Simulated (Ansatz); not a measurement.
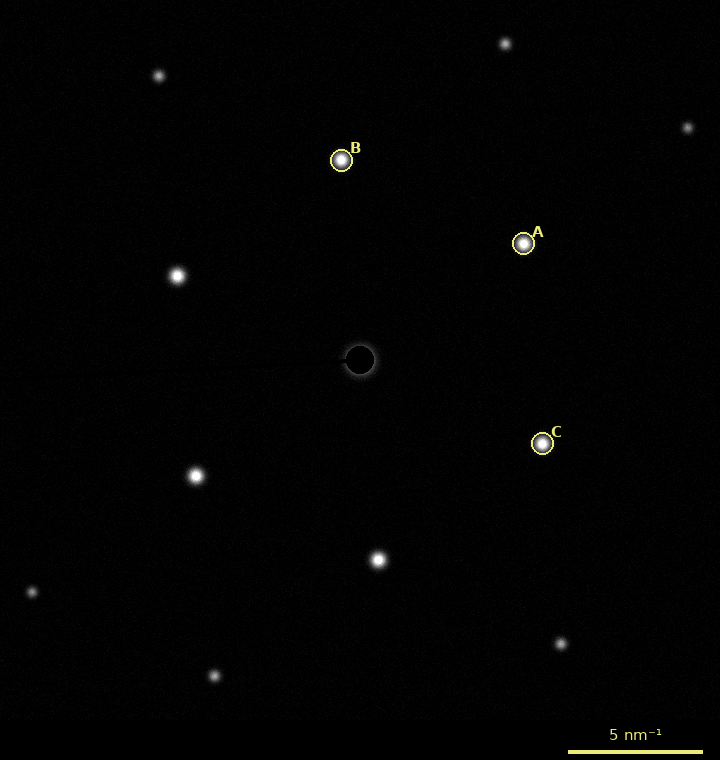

Kinematic zone-axis pattern, calculated for 200 keV electrons with B = 1 Å². The zone axis points towards the electron source and the pattern is seen from the source side.

The sample is Rh, space group Fm-3m (No. 225), a = 3.755 Å. Structure: the input geometry of an electronic-structure calculation (not necessarily at equilibrium).

```cif
data_structure
_symmetry_space_group_name_H-M 'Fm-3m'
_symmetry_Int_Tables_number 225
_cell_length_a 3.7552
_cell_length_b 3.7552
_cell_length_c 3.7552
_cell_angle_alpha 90.000
_cell_angle_beta 90.000
_cell_angle_gamma 90.000
_cell_volume 52.96
loop_
_atom_site_label
_atom_site_type_symbol
_atom_site_symmetry_multiplicity
_atom_site_Wyckoff_symbol
_atom_site_fract_x
_atom_site_fract_y
_atom_site_fract_z
_atom_site_occupancy
Rh1 Rh 4 a 0.00000 0.00000 0.00000 1
```

Spot A is indexed -2 0 2 and spot B 0 -2 2.

What are the indices of the remaining marked spot?

Answer. C = A − B = -2 2 0 (d = 1.328 Å).

Which zone axis is this?

Answer. The cross product of A and B is parallel to [111]; every spot obeys hu + kv + lw = 0.
